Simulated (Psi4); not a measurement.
# One shape, several levels: triplet HF

We compute a comparison of 6 runs (U-revPBE/cc-pVTZ, UBLYP/cc-pVTZ, UCAM-B3LYP/cc-pVTZ, UDSD-PBEP86/cc-pVTZ, UM06-L/cc-pVTZ, UCC3/cc-pVTZ) of triplet HF. 

The calculation is run with Psi4 1.11.

1 further run of the same task is left out (set aside as unsound or not needed).

## (1) The structure to begin with

HF has 2 atoms, charge 0, and is taken as a triplet. SMILES of the parent species: `F`. The coordinates come from a PBE0-D4/def2-TZVP relaxation. That shape belongs to the parent species and isn't relaxed for this state.

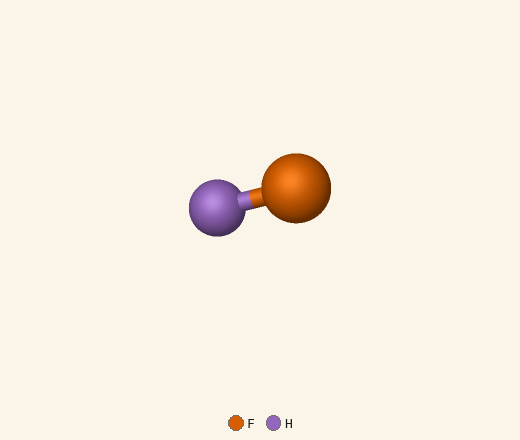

The structure, seen from a chosen angle (fluorine orange, hydrogen purple).

## (2) Energy and forces at U-revPBE/cc-pVTZ (run 1)

Input file job.inp:

```
memory 1600 MB

molecule {
  0 3
  F
  H 1 R2

  R2 = 0.919961
  symmetry c1
}

set basis cc-pVTZ
set reference uks
set puream true
set e_convergence 1e-09
set d_convergence 1e-08
set scf_type pk
set dft_radial_points 99
set dft_spherical_points 590
set maxiter 100

energy_value, wavefunction = gradient("revpbe", return_wfn=True)
oeprop(wavefunction, "MULLIKEN_CHARGES", "QUADRUPOLE", "DIPOLE", title="REVPBE")
print_variables()
```

Started as:

```console
$ psi4 -n 1 job.inp job.out
```

job.out:

```text
[...]
  Running in c1 symmetry.
[...]
  Nuclear repulsion =    5.176953040433236
[...]
  Multiplicity = 3
[...]
  Nalpha       = 6
  Nbeta        = 4
[...]
    Number of basis functions: 44
[...]
   @UKS iter   1:  -100.06440047385260    1.70582e-01   4.00578e-03 DIIS/ADIIS
[...]
   @UKS iter   9:  -100.07510332148004   -1.56319e-13   1.40967e-09 DIIS
[...]
   @S^2 Observed:                2.001237246E+00
[...]
  @UKS Final Energy:  -100.07510332148004
   => Energetics <=
    Nuclear Repulsion Energy =              5.1769530404332356
    One-Electron Energy =                -148.0399325289395165
    Two-Electron Energy =                  53.4404900929312348
    DFT Exchange-Correlation Energy =     -10.6526139259050066
    Empirical Dispersion Energy =           0.0000000000000000
    VV10 Nonlocal Energy =                  0.0000000000000000
    Total Energy =                       -100.0751033214800430
[...]
  -Total Gradient:
     Atom            X                  Y                   Z
    ------   -----------------  -----------------  -----------------
       1       -0.000000000000     0.000000000000     0.244214998186
       2        0.000000000000    -0.000000000000    -0.244214980752
[...]
  Mulliken Charges: (a.u.)
   Center  Symbol    Alpha    Beta     Spin     Total
       1     F     4.68596  3.77412  0.91183  0.53992
       2     H     1.31404  0.22588  1.08817 -0.53992
   Total alpha =  6.00000, Total beta =  4.00000, Total charge = -0.00000
  Variable Map:
  ----------------------------------------------------------------------------
  "CURRENT ENERGY"              =>    -100.075103321480
  "CURRENT REFERENCE ENERGY"    =>    -100.075103321480
  "DD SOLVATION ENERGY"         =>       0.000000000000
  "DFT FUNCTIONAL TOTAL ENERGY" =>    -100.075103321480
[...]
```

It took 5.4 s on 1 thread of Intel Xeon 6975P-C (Granite Rapids), shared host; peak memory 0.38 GiB.

## (3) Energy and forces at UBLYP/cc-pVTZ (run 2)

Input file input.in:

```
memory 1600 MB

molecule geom {
  0 3
  F     -0.390000     0.144600    -0.196400
  H      0.390000    -0.144600     0.196400
  symmetry c1
  no_reorient
  no_com
}

set {
  reference            uks
  puream               true
  e_convergence        1e-09
  d_convergence        1e-08
  scf_type             pk
  dft_radial_points    99
  dft_spherical_points 590
  maxiter              100
}

gradient('blyp/cc-pVTZ')
print_variables()
```

Started as:

```console
$ psi4 -n 1 input.in input.out
```

input.out:

```text
[...]
  Running in c1 symmetry.
[...]
  Nuclear repulsion =    5.176952311050555
[...]
  Multiplicity = 3
[...]
  Nalpha       = 6
  Nbeta        = 4
[...]
    Number of basis functions: 44
[...]
   @UKS iter   1:  -100.08717420277532    1.74491e-01   3.64971e-03 DIIS/ADIIS
[...]
   @UKS iter   9:  -100.09604304226052   -1.27898e-13   1.82805e-09 DIIS
[...]
   @S^2 Observed:                2.001128873E+00
[...]
  @UKS Final Energy:  -100.09604304226052
   => Energetics <=
    Nuclear Repulsion Energy =              5.1769523110505551
    One-Electron Energy =                -148.0665568343416112
    Two-Electron Energy =                  53.4681216819947025
    DFT Exchange-Correlation Energy =     -10.6745602009641551
    Empirical Dispersion Energy =           0.0000000000000000
    VV10 Nonlocal Energy =                  0.0000000000000000
    Total Energy =                       -100.0960430422605185
[...]
  -Total Gradient:
     Atom            X                  Y                   Z
    ------   -----------------  -----------------  -----------------
       1        0.208742080883    -0.077395140758     0.105120370988
       2       -0.208742159787     0.077395170013    -0.105120410723
[...]
```

It took 4.2 s on 1 thread of Intel Xeon 6975P-C (Granite Rapids), shared host; peak memory 0.38 GiB.

## (4) The energy at UCAM-B3LYP/cc-pVTZ (run 3)

Input file job.py:

```python
import psi4

psi4.set_memory(1600000000)
psi4.set_num_threads(1)
psi4.set_output_file('run.log', False)

molecule = psi4.geometry("""
0 3
F     -0.390000     0.144600    -0.196400
H      0.390000    -0.144600     0.196400
units angstrom
symmetry c1
no_reorient
no_com
""")

psi4.set_options({
    'basis': 'cc-pVTZ',
    'reference': 'uks',
    'puream': True,
    'e_convergence': 1e-09,
    'd_convergence': 1e-08,
    'scf_type': 'pk',
    'dft_radial_points': 99,
    'dft_spherical_points': 590,
    'maxiter': 100,
})

e_tot, wfn = psi4.energy("CAM-B3LYP", molecule=molecule, return_wfn=True)
psi4.oeprop(wfn, "QUADRUPOLE", "WIBERG_LOWDIN_INDICES", "MAYER_INDICES", title="CAM-B3LYP")
print('E =', round(e_tot, 9))
```

Started as:

```console
$ python job.py
```

run.log:

```text
[...]
  Running in c1 symmetry.
[...]
  Nuclear repulsion =    5.176952311050555
[...]
  Multiplicity = 3
[...]
  Nalpha       = 6
  Nbeta        = 4
[...]
    Number of basis functions: 44
[...]
   @UKS iter   1:  -100.07299615814519    8.37899e-02   4.03596e-03 ADIIS/DIIS
[...]
   @UKS iter   9:  -100.08424179973701   -5.96856e-12   7.15799e-09 DIIS
[...]
   @S^2 Observed:                2.001427715E+00
[...]
  @UKS Final Energy:  -100.08424179973701
   => Energetics <=
    Nuclear Repulsion Energy =              5.1769523110505551
    One-Electron Energy =                -148.0863959013354076
    Two-Electron Energy =                  50.7353339183941543
    DFT Exchange-Correlation Energy =      -7.9101321278463104
    Empirical Dispersion Energy =           0.0000000000000000
    VV10 Nonlocal Energy =                  0.0000000000000000
    Total Energy =                       -100.0842417997370148
[...]
 Multipole Moments:
 ------------------------------------------------------------------------------------
     Multipole            Electronic (a.u.)      Nuclear  (a.u.)        Total (a.u.)
 ------------------------------------------------------------------------------------
 L = 1.  Multiply by 2.5417464519 to convert [e a0] to [Debye]
 Dipole X            :          5.1233051           -5.8959455           -0.7726404
 Dipole Y            :         -1.8995639            2.1860352            0.2864713
 Dipole Z            :          2.5800439           -2.9691377           -0.3890938
 Magnitude           :                                                    0.9112809
 L = 2.  Multiply by 1.3450342976 to convert [e a0^2] to [Debye ang]
 Quadrupole XX       :        -11.3960777            5.4315896           -5.9644881
 Quadrupole XY       :          2.2441101           -2.0138663            0.2302438
[...]
```

The script printed:

```text
E = -100.0842418
```

It took 4.2 s on 1 thread of Intel Xeon 6975P-C (Granite Rapids), shared host; peak memory 0.38 GiB.

Runs 4 to 5 aren't shown in full; the table further down has their settings and results.

## (5) A single-point energy at UCC3/cc-pVTZ (run 6)

Input file fh.json:

```json
{
  "schema_name": "qcschema_input",
  "schema_version": 1,
  "molecule": {
    "schema_name": "qcschema_molecule",
    "schema_version": 2,
    "symbols": ["F", "H"],
    "geometry": [-0.73699319, 0.2732544, -0.37114221, 0.73699319, -0.2732544, 0.37114221],
    "molecular_charge": 0,
    "molecular_multiplicity": 3,
    "fix_symmetry": "c1"
  },
  "driver": "energy",
  "model": {
    "method": "cc3",
    "basis": "cc-pVTZ"
  },
  "keywords": {
    "reference": "uhf",
    "puream": true,
    "e_convergence": 1e-09,
    "d_convergence": 1e-08,
    "scf_type": "pk",
    "num_frozen_docc": 1,
    "maxiter": 100
  }
}
```

Started as:

```console
$ psi4 --qcschema fh.json -n 1 --memory 1600MB
```

stdout:

```text
[...]
  Running in c1 symmetry.
[...]
  Nuclear repulsion =    5.176952304055543
[...]
  Multiplicity = 3
[...]
  Nalpha       = 6
  Nbeta        = 4
[...]
    Number of basis functions: 44
[...]
   @UHF iter   1:   -99.69972911535220   -7.25997e-02   6.81167e-03 DIIS/ADIIS
[...]
   @UHF iter  11:   -99.73293958176542   -8.52651e-13   2.92838e-09 DIIS
[...]
   @S^2 Observed:                2.004143142E+00
[...]
  @UHF Final Energy:   -99.73293958176542
   => Energetics <=
    Nuclear Repulsion Energy =              5.1769523040555434
    One-Electron Energy =                -148.1017575613344661
    Two-Electron Energy =                  43.1918656755135117
    Total Energy =                        -99.7329395817654216
  UHF NO Occupations:
  HONO-2 :    4  A 1.9985007
  HONO-1 :    5  A 1.0000000
[...]
 Multipole Moments:
 ------------------------------------------------------------------------------------
     Multipole            Electronic (a.u.)      Nuclear  (a.u.)        Total (a.u.)
 ------------------------------------------------------------------------------------
 L = 1.  Multiply by 2.5417464519 to convert [e a0] to [Debye]
 Dipole X            :          0.0000000           -0.0000000            0.0000000
 Dipole Y            :         -0.0000000            0.0000000           -0.0000000
 Dipole Z            :         -1.7903573            0.8627082           -0.9276491
 Magnitude           :                                                    0.9276491
[...]
      * MP2 total energy                      =  -99.943809402337820
[...]
```

The result, in JSON:

```text
{
 "driver": "energy",
 "model": {
  "method": "cc3",
  "basis": "cc-pVTZ"
 },
 "success": true,
 "return_result": -99.96114883895281,
 "properties": {
  "calcinfo_nbasis": 44,
  "calcinfo_nmo": 44,
  "calcinfo_nalpha": 6,
  "calcinfo_nbeta": 4,
  "calcinfo_natom": 2,
  "nuclear_repulsion_energy": 5.176952304055543,
  "return_energy": -99.96114883895281,
  "scf_one_electron_energy": -148.10175756133447,
  "scf_two_electron_energy": 43.19186567551351,
  "scf_dipole_moment": [1.6767099859540294e-15, -1.87322545498046e-15, -0.9276490733337529],
  "scf_total_energy": -99.73293958176542,
  "scf_iterations": 11,
  "mp2_same_spin_correlation_energy": -0.05258362422104553,
  "mp2_opposite_spin_correlation_energy": -0.15828619635129515,
  "mp2_singles_energy": -4.259935765008447e-28,
  "mp2_doubles_energy": -0.2108698205723407,
  "mp2_correlation_energy": -0.2108698205723407,
  "mp2_total_energy": -99.94380940233782
 }
}
```

It took 20 s on 1 thread of Intel Xeon 6975P-C (Granite Rapids), shared host; peak memory 0.25 GiB.

## (6) All runs side by side

```tsv
run	level	task	frozen core orbitals	energy (Eh)	dipole moment (D)	HOMO energy (eV)	⟨S²⟩	wall time
1	U-revPBE/cc-pVTZ	gradient	0	-100.075103	2.37	-1.96	2.001	5.4 s
2	UBLYP/cc-pVTZ	gradient	0	-100.096043	2.32	-1.83	2.001	4.2 s
3	UCAM-B3LYP/cc-pVTZ	energy	0	-100.084242	2.32	-4.25	2.001	4.2 s
4	UDSD-PBEP86/cc-pVTZ (density fitting for correlation)	energy	1	-99.980829	–	-4.75	2.003	3.9 s
5	UM06-L/cc-pVTZ	gradient	0	-100.076849	2.33	-2.01	2.003	13 s
6	UCC3/cc-pVTZ	energy	1	-99.961149	–	-5.68	2.004	20 s
```

## (7) Outcome

| quantity | value |
| --- | --- |
| run 6: ground-state or mean-field energy | -99.96115 Eh |
| run 6: HOMO energy (Hartree–Fock orbitals) (highest over α and β) | -5.68 eV |
| run 6: LUMO energy (Hartree–Fock orbitals) (lowest over α and β) | -2.14 eV |
| run 6: correlation energy (1 core orbital frozen) | -228.2 mEh |
| run 6: ⟨S²⟩ of the reference determinant | 2.004 |
| run 6: T1 diagnostic | 0.009 |

In words: Over runs 1, 2, 3, 5 the dipole moment (its size) runs from 2.32 D (UBLYP/cc-pVTZ) to 2.37 D (U-revPBE/cc-pVTZ). Totals of different functionals can't be ranked against each other. All runs together took 51 s, the longest 20 s.
